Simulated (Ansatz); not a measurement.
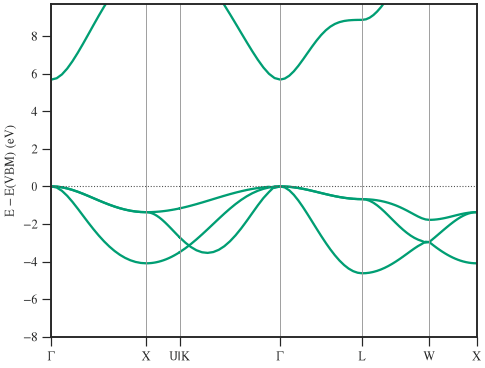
Figure. Band structure from plane-wave PAW r²SCAN (Ansatz code)

Problem. Read off the gap and where the band edges lie.

Solution. About 5.7 eV (5.69 eV by a search for the band edges); maximum at Γ, minimum at Γ.

The material is MgO (rock salt, Fm-3m).

The r²SCAN relaxation kept the symmetry of its start; phonons on a q-mesh show no instability.

Potentials: the later of the program's two PAW sets.
